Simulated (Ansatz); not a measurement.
## Electronic structure of C$_{2}$H$_{6}$F$_{2}$HfO$_{2}$ (SMILES C[O][Hf]([F])([F])[O]C) in real space

The calculation's input:

```
crystal:
  periodic: [false, false, false]
  atoms:
    - {symbol: C, position_ang: [0.085819, -2.423267, 1.258038]}
    - {symbol: O, position_ang: [-0.539596, -1.359019, 0.618540]}
    - {symbol: Hf, position_ang: [-1.268917, 0.164835, -0.266174]}
    - {symbol: F, position_ang: [-2.156110, -0.403552, -1.872396]}
    - {symbol: F, position_ang: [-2.541109, 1.016997, 0.893568]}
    - {symbol: O, position_ang: [0.100667, 1.413273, -0.715992]}
    - {symbol: C, position_ang: [1.167143, 2.259957, -0.996369]}
    - {symbol: H, position_ang: [-0.176134, -3.367739, 0.770991]}
    - {symbol: H, position_ang: [1.174047, -2.307494, 1.226381]}
    - {symbol: H, position_ang: [-0.226511, -2.475862, 2.305721]}
    - {symbol: H, position_ang: [1.175442, 2.523455, -2.058601]}
    - {symbol: H, position_ang: [1.086600, 3.181711, -0.411719]}
    - {symbol: H, position_ang: [2.118650, 1.776704, -0.751998]}
basis:
  gaussian: {orbitals: def2-TZVPP}
hamiltonian: {xc: pbe0, dispersion: d4}
output: {orbitals: {seedname: orbitals}}
```

Command:

```sh
ansatz run in.yaml --threads 2 --pin off --events-out ev --progress --plain --max-ram 32768MiB --backend cuda --devices 0, --max-vram 18GiB
```

Geometry: PBE0-D4/def2-TZVP; core potentials replace the inner electrons of Hf.

Method: Ansatz, RKS PBE0-D4/def2-TZVPP.

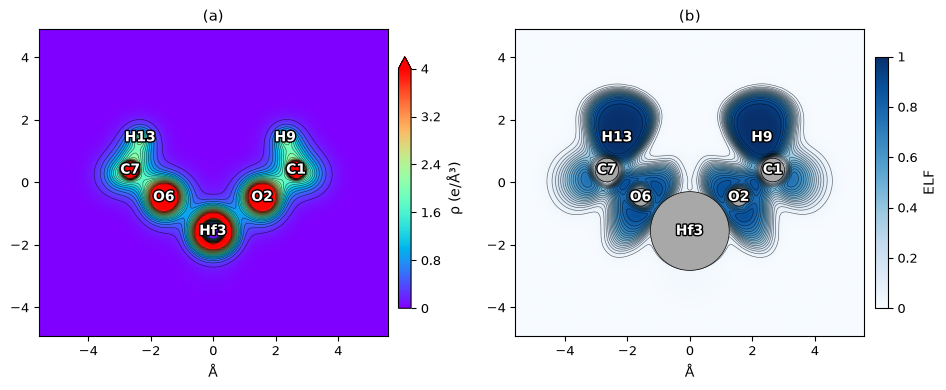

Figure 1. (a) electron density; (b) electron localisation function on the plane of atoms O2, Hf3 and O6. Grey discs cover the atomic cores in the ELF map.

Question: Interpret the plot.

Answer:
- Atoms in the plane: C, O, Hf and H.
- C–O (1.39 Å): ρ is about 2.1 e/Å³ halfway, with its minimum of 1.8 e/Å³ about 0.5 Å from C; the ELF peaks at about 0.85 between the atoms (a shared but strongly polarised pair).
- Hf–O (1.91 Å): the density is about 0.9 e/Å³ at the midpoint; the ELF peaks at about 0.75 in the valence shell of O, 0.5 Å from its nucleus, and drops to about 0.20 between the two atoms.
- C–H (1.09 Å): the density is about 2 e/Å³ at the midpoint; the ELF climbs to about 1 towards the hydrogen, as it does in any bond to H (an ordinary covalent bond to hydrogen).

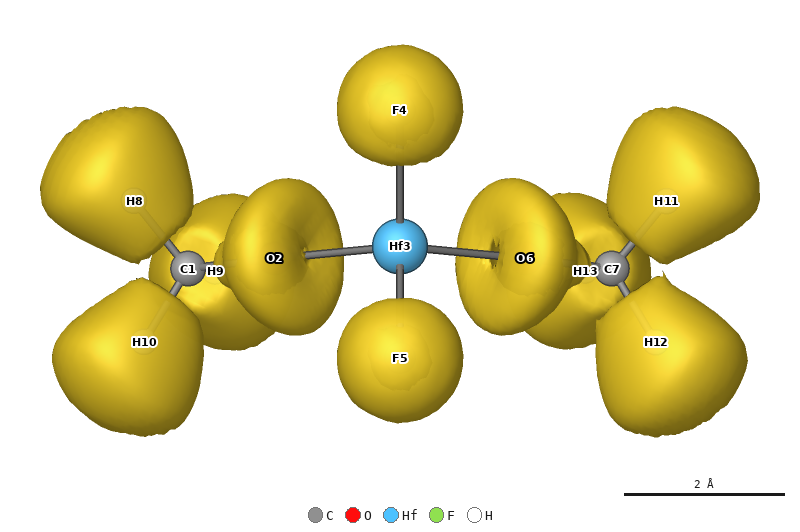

Figure 2. Isosurface of the electron localisation function at 0.75 (yellow), seen from one side. Core shells and regions of very low density are left out.

Question: Describe the localisation domains.

Answer: The ELF exceeds this value in six regions around hydrogen nuclei, two regions on O in which the atom's valence shell and bonds are merged and two regions wrapped around F (the valence shell of each).

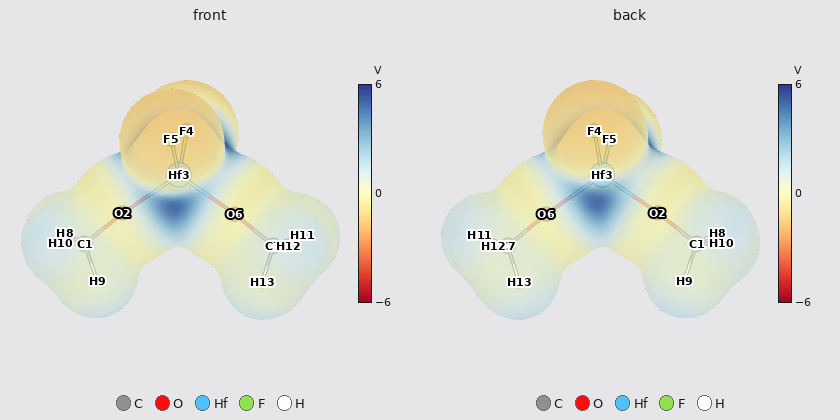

Figure 3. The electrostatic potential painted on the density surface at 0.004 e/bohr³, seen from the front and from behind; the colour scale runs from red (negative) to blue (positive).

Question: Where is the surface potential most negative and most positive?

Answer: The most negative region (about −1.5 V) lies over F4 and F5, the most positive (about +5.3 V) over Hf3.
